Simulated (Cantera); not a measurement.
A closed system holds: 1 mol SiH₄, 0.74 mol H₂O, at 1.33 mbar.

Method: chemical equilibrium by Gibbs-energy minimisation in Cantera with the NASA 1993 tables (ideal gas, pure condensed phases). Candidate condensed phases: H₂O, Si, SiO₂; 18 gas species. Mutual solubility and eutectic melting of coexisting phases are not modelled. The tables hold silica as quartz up to 1696 K and as liquid above; real silica turns to tridymite and cristobalite and melts near 1996 K. Equilibrium is a limit: real reactors are often held back by kinetics, nucleation or transport.

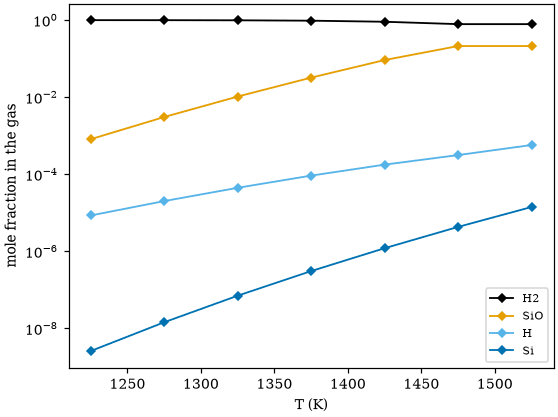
Figure. Equilibrium gas composition (values under 1e-9 drawn at 1e-9)

From 1225 K to 1425 K the condensed part is Si(s) + SiO₂(β-quartz). From 1475 K to 1525 K the condensed part is Si(s). The main Si-bearing gas is SiO throughout.
